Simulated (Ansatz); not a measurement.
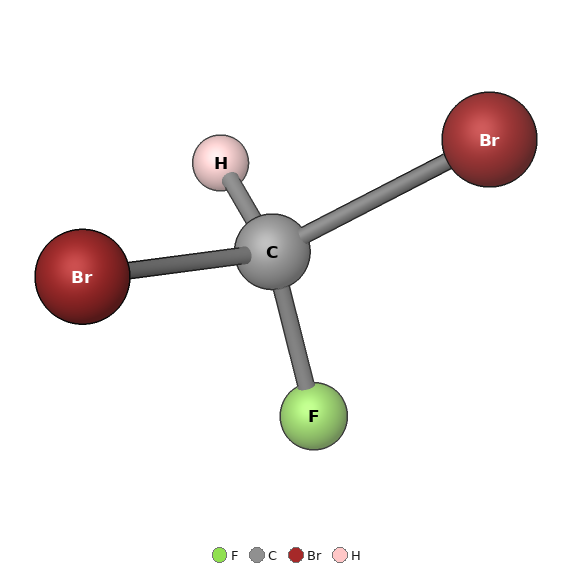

Atoms fade into the background with distance from the viewer. The computed structure is the end point of a PBE0-D4/def2-TZVP optimisation.

Q: Which symmetry elements does this geometry have?

A: It has 1 mirror plane, so the point group is Cs. The group has 2 operations. The geometry is achiral, and symmetry allows a dipole moment.
